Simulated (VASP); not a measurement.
Band structure of KI (rock salt). Calculation: PBEsol GGA with spin-orbit coupling, VASP's PBE PAW potentials (set 64) (plane waves; VASP).

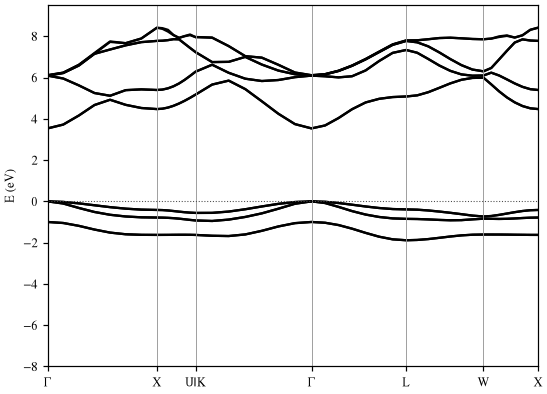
Bands along high-symmetry lines, zero at the valence-band maximum or, without a gap, the Fermi level

Read the plot: is there a gap, and where are the band edges?

The gap is direct, 3.54 eV, from the valence maximum at Γ to the conduction minimum at Γ.

Measured: gap 6.10 eV (computed value off by -2.56 eV), as given by Aguado et al., (1998), arXiv:cond-mat/9809176.

The compound is KI in the rock salt structure. It was relaxed first.
